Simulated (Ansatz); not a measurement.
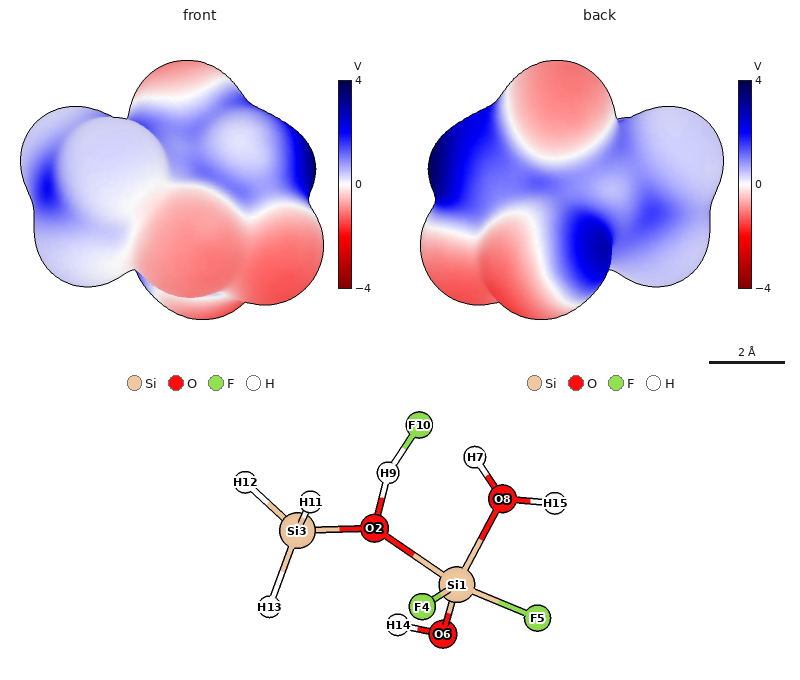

Figure 1: F₃H₇O₃Si₂. The electrostatic potential painted on the density surface at 0.002 e/bohr³, seen from the front and from behind; the colour scale runs from red (negative) to blue (positive). The bare structure is drawn below in the same view.

A transition-state structure; geometry: PBE0-D4/def2-TZVP.

Computed with Ansatz, RKS PBE0-D4/def2-TZVPP.

```xyz
15

Si   -0.8840    0.3781    0.8084
O     0.2176   -0.3400   -0.4813
Si    0.1505    0.0027   -2.1223
F    -1.3763    1.4322   -0.2959
F    -1.5706    1.1628    2.0537
O    -1.6652   -1.0291    1.0517
H     1.4784   -0.0014    1.3980
O     0.6596    0.6406    1.6590
H     1.2645   -0.7273   -0.0237
F     2.1479   -0.8588    0.6709
H     0.5498    1.4009   -2.3934
H     1.1198   -0.9306   -2.7461
H    -1.2168   -0.2723   -2.6161
H    -1.4276   -1.7370    0.4520
H     0.5524    0.8792    2.5850
```

Where is the surface potential most negative and most positive?

Answer. The most negative region (about −1.5 V, or −35 kcal/mol for a unit charge) lies over O6, the most positive (about +3.7 V, or +85 kcal/mol for a unit charge) over H15. O6 is the likeliest acceptor of a hydrogen bond.
